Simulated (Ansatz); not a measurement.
# La2Cu2Se2SO: complex band structure

Aim: relax a made-up compound, La2Cu2Se2SO, and see how good a tunnel barrier it would be. It is built by putting S for part of the O in the LaCuSeO structure of space group P4/nmm, with the volume rescaled by atomic radii. The parent structure comes from the Materials Project.

Main program and level: Ansatz 0.2.0; PBEsol DFT, plane waves, PAW files, in the first sound run; inputs show where later runs differ.

The structure was built from a prototype and need not be the compound's stable phase.

### 1. Starting point

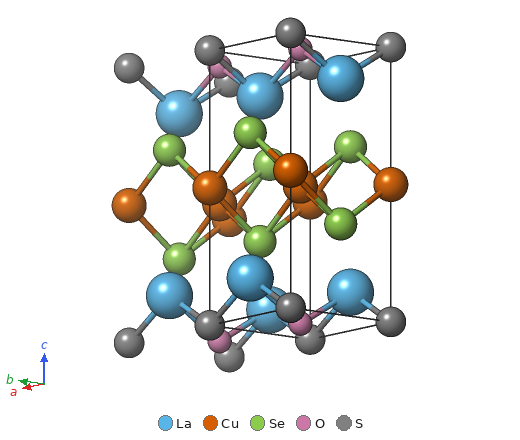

Start, viewed from a free direction; lanthanum blue, copper orange, selenium green, oxygen pink, sulfur grey. 2×1×1 cells are drawn. Some periodic images of atoms are drawn too.

### 2. Relaxing the new crystal

The substituted atoms don't fit the parent's cell, so cell and atoms relax together. A small smearing keeps the run stable in case the gap closes on the way.

Input file input.yaml:

```yaml
crystal:
  lattice:
    - [4.1378781432, 0.0, 0.0]
    - [0.0, 4.1378781432, 0.0]
    - [0.0, 0.0, 8.9727886758]
  atoms:
    - { symbol: La, position: [0.0, 0.5, 0.859979] }
    - { symbol: La, position: [0.5, 0.0, 0.140021] }
    - { symbol: Cu, position: [0.5, 0.5, 0.5] }
    - { symbol: Cu, position: [0.0, 0.0, 0.5] }
    - { symbol: Se, position: [0.0, 0.5, 0.330794] }
    - { symbol: Se, position: [0.5, 0.0, 0.669206] }
    - { symbol: O, position: [0.5, 0.5, 0.0] }
    - { symbol: S, position: [0.0, 0.0, 0.0] }
kpoints:
  mp_grid: { grid: [6, 6, 4] }
scf:
  occupations: { method: gaussian, width: 0.03 }
hamiltonian:
  xc: pbesol
output:
  forces: true
  stress: true
relax:
  f_tol: 0.02
  max_steps: 60
  cell: {}
```

Launch:

```bash
ansatz run input.yaml --threads 2 --pin off --max-ram 4096MiB --backend cpu --events-out ev --progress --plain --runs-dir out
```

Numbers of over 12 decimals in the logs are rounded to 6 here.

Log:

```text
Engine: ansatz 0.2.0, aarch64-unknown-linux-gnu
Pseudopotentials: kind: paw
Pseudopotential: La, paw, valence charge 11, recommended cutoff 420 eV (normal), La.paw.azcp
Pseudopotential: Cu, paw, valence charge 19, recommended cutoff 420 eV (normal), Cu.paw.azcp
Pseudopotential: Se, paw, valence charge 16, recommended cutoff 420 eV (normal), Se.paw.azcp
Pseudopotential: O, paw, valence charge 6, recommended cutoff 420 eV (normal), O.paw.azcp
Pseudopotential: S, paw, valence charge 6, recommended cutoff 420 eV (normal), S.paw.azcp
Functional definition: PBEsol
  exchange = pbesol_x
  correlation = pbesol_c
Crystal: 8 atoms, lattice volume = 153.632 Å³
Basis set: ecut = 420 eV, 3021 PW (Γ), exchange–correlation on 60×60×120 points (8 copies of the dense FFT grid, shifted against one another)
Bands: 63, of which v1, the nominal top of the filled ones, is band 52 counted from 1 (51 counted from 0)
Symmetry: 8 space group operations
Space group: P-4m2 (ITA 115), of the structure as read, at distance tolerance 5.4e-5 Å
k-points: 30 of 144 (time reversal used)
Non-local potential: La, projectors of the file, l = 0: 3, l = 1: 2, l = 2: 2, l = 3: 3
Non-local potential: Cu, projectors of the file, l = 0: 3, l = 1: 2, l = 2: 3, l = 3: 1
Non-local potential: Se, projectors of the file, l = 0: 2, l = 1: 2, l = 2: 3, l = 3: 1
Non-local potential: O, projectors of the file, l = 0: 2, l = 1: 2, l = 2: 1
Non-local potential: S, projectors of the file, l = 0: 2, l = 1: 2, l = 2: 2
PAW form: soft (Blöchl's): semilocal exchange-correlation on the pseudo side does not see the compensation charge
PAW frozen core: La, regenerated for the run's functional, and the local potential with it (the file was generated under x = pbe(κ = 0.804, μ = 0.219515), c = pbe(β = 0.066725))
PAW frozen core: Cu, regenerated for the run's functional, and the local potential with it (the file was generated under x = pbe(κ = 0.804, μ = 0.219515), c = pbe(β = 0.066725))
PAW frozen core: Se, regenerated for the run's functional, and the local potential with it (the file was generated under x = pbe(κ = 0.804, μ = 0.219515), c = pbe(β = 0.066725))
PAW frozen core: O, regenerated for the run's functional, and the local potential with it (the file was generated under x = pbe(κ = 0.804, μ = 0.219515), c = pbe(β = 0.066725))
PAW frozen core: S, regenerated for the run's functional, and the local potential with it (the file was generated under x = pbe(κ = 0.804, μ = 0.219515), c = pbe(β = 0.066725))
PAW one-centre angular grid: La, 590 points (default); XC on 64 Gauss nodes
PAW one-centre angular grid: Cu, 590 points (default); XC on 64 Gauss nodes
PAW one-centre angular grid: Se, 590 points (default); XC on 64 Gauss nodes
PAW one-centre angular grid: O, 110 points (default); XC on 64 Gauss nodes
PAW one-centre angular grid: S, 110 points (default); XC on 64 Gauss nodes
Initial density: superposition of atomic densities (neutral atoms: chi_scale 0, normalization atom), corrected by the library's trained network
Initial wavefunctions: pseudopotential atomic-orbital guess
Functional: x = pbesol(κ = 0.804, μ = 0.123457), c = pbesol(β = 0.046)
SCF iter   1: F=—  HF=-37802.285681 eV  |F-HF|=—  |Δ(HF+E_count)|=         —  Δρ=1.30e-2  dr2=2.31e-1  ethr=1.77e-3  ⟨swp⟩=7.2  Hψ=7256  notcnv=0
preconditioner: auto → Resta (q_TF=auto, 2.557 Å⁻¹)  ε∞=7.9  [insulator: Δε(μ)=1.138 eV  Ē_g=9.156 eV  σ=0.030 eV  W_gap=1.00  n_scr=38 (ndim 8)  ℏωp=24.0 eV  f_vac=0.001  D(μ)=0.00/eV (n_scr^D=0)  ε∞_Penn≈7.9]
SCF iter   2: F=—  HF=-37802.248948 eV  |F-HF|=—  |Δ(HF+E_count)|=   3.67e-2  Δρ=7.12e-3  dr2=5.65e-2  ethr=2.22e-4  ⟨swp⟩=3.0  Hψ=4011  notcnv=0  defer=181
SCF iter   3: F=—  HF=-37802.238098 eV  |F-HF|=—  |Δ(HF+E_count)|=   1.09e-2  Δρ=3.44e-3  dr2=1.19e-2  ethr=5.43e-5  ⟨swp⟩=2.7  Hψ=3439  notcnv=0  defer=181
SCF iter   4: F=—  HF=-37802.236664 eV  |F-HF|=—  |Δ(HF+E_count)|=   1.43e-3  Δρ=1.21e-3  dr2=2.57e-3  ethr=1.14e-5  ⟨swp⟩=2.0  Hψ=2734  notcnv=0  defer=181
SCF iter   5: F=—  HF=-37802.236532 eV  |F-HF|=—  |Δ(HF+E_count)|=   1.32e-4  Δρ=3.93e-4  dr2=2.34e-4  ethr=2.47e-6  ⟨swp⟩=2.0  Hψ=2980  notcnv=0  defer=181
SCF iter   6: F=—  HF=-37802.236576 eV  |F-HF|=—  |Δ(HF+E_count)|=   4.42e-5  Δρ=2.58e-4  dr2=7.28e-5  ethr=2.25e-7  ⟨swp⟩=2.0  Hψ=2755  notcnv=0  defer=181
SCF iter   7: F=—  HF=-37802.236583 eV  |F-HF|=—  |Δ(HF+E_count)|=   7.18e-6  Δρ=2.60e-4  dr2=6.73e-5  ethr=7.00e-8  ⟨swp⟩=2.0  Hψ=3444  notcnv=0  defer=181
SCF iter   8: F=—  HF=-37802.236572 eV  |F-HF|=—  |Δ(HF+E_count)|=   1.09e-5  Δρ=2.69e-5  dr2=9.92e-7  ethr=6.47e-8  ⟨swp⟩=2.0  Hψ=2257  notcnv=0  defer=181
SCF iter   9: F=—  HF=-37802.236573 eV  |F-HF|=—  |Δ(HF+E_count)|=   4.54e-7  Δρ=1.46e-5  dr2=3.29e-7  ethr=9.54e-10  ⟨swp⟩=2.0  Hψ=3283  notcnv=0  defer=181
SCF iter  10: F=-37802.236573 eV  HF=-37802.236573 eV  |F-HF|=3.37e-8  |Δ(HF+E_count)|=   4.87e-9  Δρ=4.49e-6  dr2=2.71e-8  ethr=9.62e-11  ⟨swp⟩=4.0  Hψ=6930  notcnv=0
SCF 1 converged in 10 iterations: F = -37802.236573 eV  dr2 = 2.71e-8
  greatest PAW one-centre occupation: 1.000 electrons in one spin orbital (limit 2), on the Cu atom at site 3 (counted from 0), in its partial waves of l = 0
relax step   1: F+E_penalty+E_count = -37802.23657264 eV  Δ(F+E_penalty+E_count) = +0.000e0 eV  max|allowed force component| = 4.315e0 eV/Å  Δτ_max = 0.0000 Å  P = +8.172 GPa  Ω = 153.632 Å³  (10 SCF iters, dr2 threshold 1.00e-7 eV, accepted)
Crystal: 8 atoms, lattice volume = 157.329 Å³
Basis set: ecut = 420 eV, 3055 PW (Γ), exchange–correlation on 60×60×120 points (8 copies of the dense FFT grid, shifted against one another)
Initial density: handed on by an earlier stage of this run
Initial wavefunctions: those handed on with the density
iter 1 solved again at ethr=5.40e-4 eV; its pass at ethr=3.10e-3 eV (dr2=5.62e-1 eV) is discarded
SCF iter   1: F=—  HF=-37803.437453 eV  |F-HF|=—  |Δ(HF+E_count)|=         —  Δρ=1.41e-2  dr2=5.62e-1  ethr=5.40e-4  ⟨swp⟩=1.4  Hψ=10901  notcnv=0
preconditioner: auto → Resta (q_TF=auto, 2.546 Å⁻¹)  ε∞=7.6  [insulator: Δε(μ)=1.070 eV  Ē_g=9.207 eV  σ=0.030 eV  W_gap=1.00  n_scr=46 (ndim 8)  ℏωp=23.7 eV  f_vac=0.002  D(μ)=0.00/eV (n_scr^D=0)  ε∞_Penn≈7.6]
SCF iter   2: F=—  HF=-37803.340799 eV  |F-HF|=—  |Δ(HF+E_count)|=   9.67e-2  Δρ=6.74e-3  dr2=1.20e-1  ethr=5.40e-4  ⟨swp⟩=3.8  Hψ=3293  notcnv=0
SCF iter   3: F=—  HF=-37803.319734 eV  |F-HF|=—  |Δ(HF+E_count)|=   2.11e-2  Δρ=5.06e-3  dr2=4.92e-2  ethr=1.16e-4  ⟨swp⟩=3.2  Hψ=3500  notcnv=0  defer=185
[...]
SCF iter   1: F=—  HF=-37803.424361 eV  |F-HF|=—  |Δ(HF+E_count)|=         —  Δρ=6.31e-3  dr2=5.54e-2  ethr=5.23e-5  ⟨swp⟩=2.5  Hψ=11502  notcnv=0
preconditioner: auto → Resta (q_TF=auto, 2.551 Å⁻¹)  ε∞=7.8  [insulator: Δε(μ)=0.935 eV  Ē_g=9.125 eV  σ=0.030 eV  W_gap=1.00  n_scr=46 (ndim 8)  ℏωp=23.8 eV  f_vac=0.000  D(μ)=0.00/eV (n_scr^D=0)  ε∞_Penn≈7.8]
SCF iter   2: F=—  HF=-37803.418832 eV  |F-HF|=—  |Δ(HF+E_count)|=   5.53e-3  Δρ=4.67e-3  dr2=2.00e-2  ethr=5.23e-5  ⟨swp⟩=3.4  Hψ=3240  notcnv=0
SCF iter   3: F=—  HF=-37803.414071 eV  |F-HF|=—  |Δ(HF+E_count)|=   4.76e-3  Δρ=2.25e-3  dr2=7.20e-3  ethr=1.92e-5  ⟨swp⟩=2.4  Hψ=3764  notcnv=0  defer=6
SCF iter   4: F=—  HF=-37803.412846 eV  |F-HF|=—  |Δ(HF+E_count)|=   1.23e-3  Δρ=7.57e-4  dr2=9.29e-4  ethr=6.92e-6  ⟨swp⟩=2.0  Hψ=2738  notcnv=0  defer=91
SCF iter   5: F=—  HF=-37803.412762 eV  |F-HF|=—  |Δ(HF+E_count)|=   8.39e-5  Δρ=3.29e-4  dr2=1.33e-4  ethr=8.93e-7  ⟨swp⟩=2.0  Hψ=2947  notcnv=0  defer=91
SCF iter   6: F=—  HF=-37803.412811 eV  |F-HF|=—  |Δ(HF+E_count)|=   4.89e-5  Δρ=1.99e-4  dr2=4.17e-5  ethr=1.27e-7  ⟨swp⟩=2.0  Hψ=3063  notcnv=0  defer=91
SCF iter   7: F=—  HF=-37803.412803 eV  |F-HF|=—  |Δ(HF+E_count)|=   8.04e-6  Δρ=5.58e-5  dr2=3.92e-6  ethr=4.01e-8  ⟨swp⟩=2.0  Hψ=2790  notcnv=0  defer=91
SCF iter   8: F=—  HF=-37803.412804 eV  |F-HF|=—  |Δ(HF+E_count)|=   1.21e-6  Δρ=3.11e-5  dr2=1.27e-6  ethr=7.69e-10  ⟨swp⟩=5.6  Hψ=8045  notcnv=0
SCF iter   9: F=-37803.412804 eV  HF=-37803.412804 eV  |F-HF|=4.21e-8  |Δ(HF+E_count)|=   3.90e-7  Δρ=6.09e-6  dr2=6.29e-8  ethr=7.69e-10  ⟨swp⟩=4.3  Hψ=6793  notcnv=0
SCF 3 converged in 9 iterations: F = -37803.412804 eV  dr2 = 6.29e-8
relax step   3: F+E_penalty+E_count = -37803.41280425 eV  Δ(F+E_penalty+E_count) = -1.017e-1 eV  max|allowed force component| = 2.682e-1 eV/Å  Δτ_max = 0.0499 Å  P = -0.097 GPa  Ω = 155.681 Å³  energy of the carried Pulay correction = -1.389e-3 eV  (9 SCF iters, dr2 threshold 8.00e-7 eV, accepted)
[...]
relax step   4: F+E_penalty+E_count = -37803.42648354 eV  Δ(F+E_penalty+E_count) = -1.368e-2 eV  max|allowed force component| = 1.040e-1 eV/Å  Δτ_max = 0.0610 Å  P = -0.544 GPa  Ω = 157.049 Å³  energy of the carried Pulay correction = -2.308e-3 eV  (9 SCF iters, dr2 threshold 8.00e-7 eV, accepted)
[...]
relax step   5: F+E_penalty+E_count = -37803.42749660 eV  Δ(F+E_penalty+E_count) = -1.013e-3 eV  max|allowed force component| = 4.099e-2 eV/Å  Δτ_max = 0.0297 Å  P = +0.824 GPa  Ω = 153.094 Å³  energy of the carried Pulay correction = +3.681e-4 eV  (9 SCF iters, dr2 threshold 8.00e-7 eV, rejected (line search))
[...]
relax step   6: F+E_penalty+E_count = -37803.43406079 eV  Δ(F+E_penalty+E_count) = -7.577e-3 eV  max|allowed force component| = 5.909e-3 eV/Å  Δτ_max = 0.0211 Å  P = -0.009 GPa  Ω = 155.199 Å³  energy of the carried Pulay correction = -1.065e-3 eV  (13 SCF iters, accepted)
Initial wavefunctions: pseudopotential atomic-orbital guess (no wavefunctions were taken with the density)
iter 1 solved again at ethr=8.36e-7 eV; its pass at ethr=3.10e-3 eV (dr2=8.70e-4 eV) is discarded
SCF iter   1: F=—  HF=-37803.435453 eV  |F-HF|=—  |Δ(HF+E_count)|=         —  Δρ=5.58e-4  dr2=1.34e-5  ethr=8.36e-7  ⟨swp⟩=4.0  Hψ=12991  notcnv=0
preconditioner: auto → Resta (q_TF=auto, 2.552 Å⁻¹)  ε∞=7.8  [insulator: Δε(μ)=0.835 eV  Ē_g=9.176 eV  σ=0.030 eV  W_gap=1.00  n_scr=46 (ndim 8)  ℏωp=23.8 eV  f_vac=0.000  D(μ)=0.00/eV (n_scr^D=0)  ε∞_Penn≈7.8]
SCF iter   2: F=—  HF=-37803.436225 eV  |F-HF|=—  |Δ(HF+E_count)|=   7.73e-4  Δρ=2.84e-4  dr2=4.08e-6  ethr=1.28e-8  ⟨swp⟩=2.0  Hψ=3392  notcnv=0
SCF iter   3: F=—  HF=-37803.436451 eV  |F-HF|=—  |Δ(HF+E_count)|=   2.26e-4  Δρ=7.62e-5  dr2=3.62e-6  ethr=3.92e-9  ⟨swp⟩=2.0  Hψ=2929  notcnv=0
SCF iter   4: F=—  HF=-37803.436458 eV  |F-HF|=—  |Δ(HF+E_count)|=   7.16e-6  Δρ=1.71e-5  dr2=2.77e-7  ethr=3.48e-9  ⟨swp⟩=2.0  Hψ=2798  notcnv=0
SCF iter   5: F=—  HF=-37803.436458 eV  |F-HF|=—  |Δ(HF+E_count)|=   2.38e-8  Δρ=2.45e-6  dr2=4.37e-9  ethr=2.66e-10  ⟨swp⟩=2.0  Hψ=3413  notcnv=0
SCF iter   6: F=—  HF=-37803.436458 eV  |F-HF|=—  |Δ(HF+E_count)|=   4.00e-9  Δρ=8.74e-7  dr2=1.05e-9  ethr=4.20e-12  ⟨swp⟩=2.2  Hψ=3461  notcnv=0
SCF iter   7: F=—  HF=-37803.436458 eV  |F-HF|=—  |Δ(HF+E_count)|=  4.22e-10  Δρ=7.43e-7  dr2=5.85e-10  ethr=1.01e-12  ⟨swp⟩=2.0  Hψ=3408  notcnv=0
SCF iter   8: F=—  HF=-37803.436458 eV  |F-HF|=—  |Δ(HF+E_count)|=  4.37e-11  Δρ=6.06e-7  dr2=3.57e-10  ethr=1.00e-12  ⟨swp⟩=2.0  Hψ=3435  notcnv=0
SCF iter   9: F=-37803.436458 eV  HF=-37803.436458 eV  |F-HF|=3.64e-11  |Δ(HF+E_count)|=  6.55e-11  Δρ=2.03e-7  dr2=4.90e-11  ethr=1.00e-12  ⟨swp⟩=4.1  Hψ=7202  notcnv=0
SCF 7 converged in 9 iterations: F = -37803.436458 eV  dr2 = 4.90e-11
relax step   7: F+E_penalty+E_count = -37803.43645803 eV  Δ(F+E_penalty+E_count) = -2.397e-3 eV  max|allowed force component| = 5.506e-3 eV/Å  Δτ_max = 0.0000 Å  P = +0.013 GPa  Ω = 155.199 Å³  stress off target by 3.77e-2 GPa  SCF on the basis re-selected at this cell (its energy is not comparable with the rows above)  (9 SCF iters)
basis re-selected at this cell: Δ(F+E_penalty+E_count) = -2.397e-3 eV, ΔP = +0.022 GPa vs the last step (what re-selecting the basis moved, of the pressure what is left beyond the Pulay correction that the steps carried, after the strain that the cell walked since its last selection, with what the two solves' SCF thresholds leave and, on support functions, any second-order correction that the steps lacked; it is no m [...]
SCF converged after 9 iterations
Free energy (F): -37803.436458 eV
Harris-Foulkes:  -37803.436458 eV  (|F-HF|=3.64e-11)
Internal energy: -37803.436458 eV  (E = F + TS)
E sigma→0 (E₀):  -37803.436458 eV
Fermi energy:    11.937539 eV
--- Per-component energies (eV) ---
  E_band       = -1581.096332
  E_kinetic    = 1509.142801
  E_local      = -20043.972944  (includes V_loc(G=0)·N_el)
  E_nonlocal   = -107.560398
  E_hartree    = 9316.906268
  E_xc         = -831.597953
  E_vxc        = -903.971457  (∫ρ·V_xc dr)
  E_paw        = -18401.975780  (= ΣΔE_a)
  E_vpaw       = -668.549101  (= ΣTr[D̂ρ^β])
  E_aug_tail   = 0.001736  (compensation charges beyond the density's cutoff)
  E_ewald      = -9247.245749
  E_core_change = 2.865561  (= ΣΔE_core)
  E_smearing   = -0.000000  (= −TS)
  E_closure    = 0.000000  (closes the sum)
  Σ components = -37803.436458   (vs F -37803.436458, Δ=0.00e0)
--- Forces (eV/Å), atoms counted from 1 ---
  atom   1  La     0.00000000     0.00000000     0.00550607
  atom   2  La    -0.00000000     0.00000000    -0.00550607
  atom   3  Cu    -0.00000000     0.00000000     0.00000000
  atom   4  Cu     0.00000000    -0.00000000     0.00000000
  atom   5  Se     0.00000000     0.00000000     0.00158013
  atom   6  Se     0.00000000     0.00000000    -0.00158013
  atom   7  O     -0.00000000     0.00000000     0.00000000
  atom   8  S      0.00000000     0.00000000     0.00000000
  max |Σ_I F_I| component: 7.11e-17 eV/Å
--- Stress (GPa, compression-positive) ---
        0.037727      -0.000000       0.000000
       -0.000000       0.037727       0.000000
        0.000000       0.000000      -0.035418
  P = ⅓ Tr σ = 0.0133 GPa (0.133 kbar)
--- Relaxed structure (6 steps of the walk, 5 accepted, 1 SCFs on fresh bases) ---
  F+E_penalty+E_count = -37803.43645803 eV   max|allowed force component| = 5.506e-3 eV/Å   (the final SCF, on the basis selected at the relaxed cell)
  cell:  # Å, volume = 155.1992 Å³
    - [4.230445, 0, 0]
    - [0, 4.230445, 0.0]
    - [0, 0.0, 8.671963]
  atoms:
    - { symbol: La, position: [0, 0.5, 0.830337] }
    - { symbol: La, position: [0.5, 0, 0.169663] }
    - { symbol: Cu, position: [0.5, 0.5, 0.500000] }
    - { symbol: Cu, position: [0, 0, 0.500000] }
    - { symbol: Se, position: [0, 0.5, 0.343768] }
    - { symbol: Se, position: [0.5, 0, 0.656232] }
    - { symbol: O, position: [0.5, 0.5, -2.8999738074553646e-19] }
    - { symbol: S, position: [0, 0, -2.8999738074553646e-19] }
```

Elapsed: 2 min, on 2 threads of Arm Neoverse V2, shared host; peak memory 0.59 GiB.

Relaxation path:

| step | energy less that of the first step (eV) | largest force component (eV/Å) | pressure (GPa) | volume (Å³) |
| --- | --- | --- | --- | --- |
| 1 | 0.0000 | 4.3154 | 8.17 | 153.63 |
| 2 | -1.0745 | 0.6504 | -0.08 | 157.33 |
| 3 | -1.1762 | 0.2682 | -0.10 | 155.68 |
| 4 | -1.1899 | 0.1040 | -0.54 | 157.05 |
| 5 | -1.1909 | 0.0410 | 0.82 | 153.09 |
| 6 | -1.1975 | 0.0059 | -0.01 | 155.20 |
| 7* | -1.1999 | 0.0055 | 0.01 | 155.20 |

Relaxation steps marked * repeat the geometry before them on a plane-wave basis chosen anew for their cell, so energy and pressure can jump there. Relaxation step 5 was tried and not accepted.

The run keeps the 8 symmetry operations that it works with, so distortions that break them were not tested.

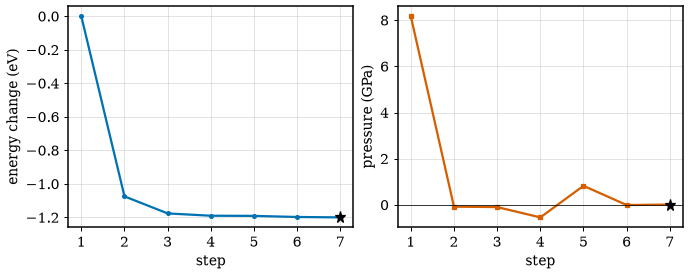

Energy and pressure along the relaxation. Stars mark steps on a basis chosen anew.

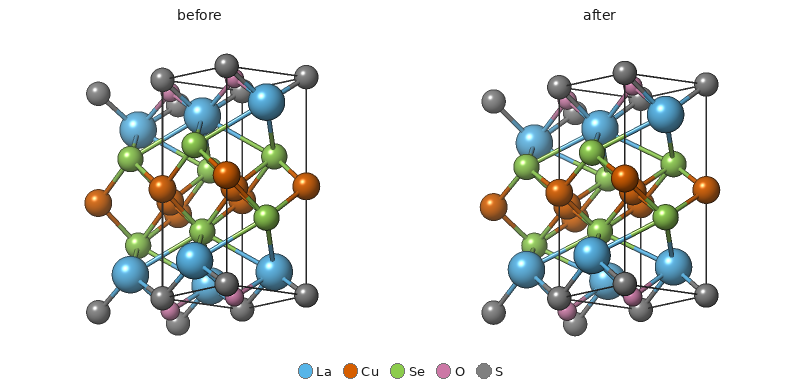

Before and after, at one scale.

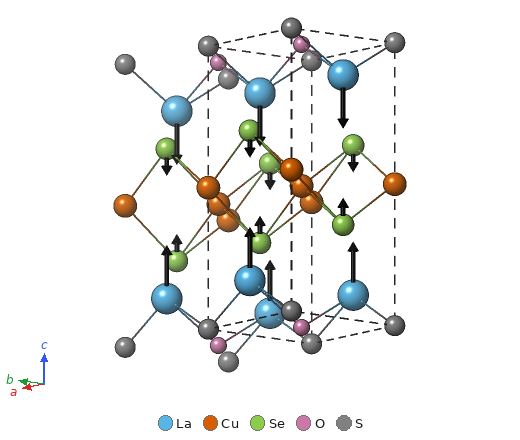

Displacements in the relaxation, exaggerated, measured against the changing cell; the longest in the cell stands for 0.26 Å. 2×1×1 cells are drawn. Some periodic images of atoms are drawn too.

| conventional cell, symmetrised | before | after | change |
| --- | --- | --- | --- |
| a (Å) | 4.138 | 4.230 | +2.2 % |
| b (Å) | 4.138 | 4.230 | +2.2 % |
| c (Å) | 8.973 | 8.672 | -3.4 % |
| volume (Å³/atom) | 19.20 | 19.40 | +1.0 % |

The atoms that moved most (Å, as changes of fractional coordinates times the final cell):

| atom | dx | dy | dz | length |
| --- | --- | --- | --- | --- |
| La1 | 0.000 | 0.000 | -0.257 | 0.257 |
| La2 | 0.000 | 0.000 | 0.257 | 0.257 |
| Se5 | 0.000 | 0.000 | 0.113 | 0.113 |
| Se6 | 0.000 | 0.000 | -0.113 | 0.113 |

The relaxed structure:

```cif
data_structure
_symmetry_space_group_name_H-M 'P 1'
_symmetry_Int_Tables_number 1
_cell_length_a 4.2304
_cell_length_b 4.2304
_cell_length_c 8.6720
_cell_angle_alpha 90.000
_cell_angle_beta 90.000
_cell_angle_gamma 90.000
_cell_volume 155.20
loop_
_atom_site_label
_atom_site_type_symbol
_atom_site_fract_x
_atom_site_fract_y
_atom_site_fract_z
_atom_site_occupancy
La1 La 0.00000 0.50000 0.83034 1
La2 La 0.50000 0.00000 0.16966 1
Cu3 Cu 0.50000 0.50000 0.50000 1
Cu4 Cu 0.00000 0.00000 0.50000 1
Se5 Se 0.00000 0.50000 0.34377 1
Se6 Se 0.50000 0.00000 0.65623 1
O7 O 0.50000 0.50000 0.00000 1
S8 S 0.00000 0.00000 0.00000 1
```

This step gave:

```yaml
free_energy: -37803.4365 eV
fermi_energy: 11.94 eV
pressure: 0.01335 GPa
```

The largest force component on a free atom ends at 0.0055 eV/Å.

(Part 1 of 3 ends here.)

[Logs are printed without paths, hosts, clocks, repeated set-up lines and the standing remarks that a program may print on its own settings, such as how far it seeks lower states.]

[Hosts, paths, dates, database ids (printed as entryN), source tags and the programs' standing remarks are cut or masked in the printed files.]
